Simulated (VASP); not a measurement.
Data:

```xyz
2
Lattice="0.0000 2.3029 2.3029 2.3029 0.0000 2.3029 2.3029 2.3029 0.0000" Properties=species:S:1:pos:R:3 pbc="T T T"
Hf     0.0000     0.0000     0.0000
C      2.3029     2.3029     2.3029
```

The numbers are results of PBEsol GGA, VASP's PBE PAW potentials (set 64) (plane waves; VASP), not measurements. Numerical set-up: 520 eV cut-off, 15×15×15 Γ-centred mesh, tetrahedra with Blöchl corrections, potentials Hf_pv C.

Unless said otherwise, spin-orbit coupling is left out, though it shifts the bands of the heavy elements here.

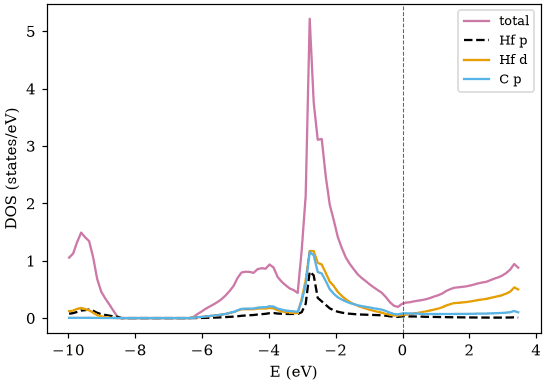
Total and projected density of states, zero at the Fermi level

Within 2 eV below the Fermi level the largest weight inside VASP's projection spheres is C p, then Hf d.

It has no gap at this level: it comes out as a metal or semimetal.

The compound is HfC in the rock salt structure. It was relaxed first.
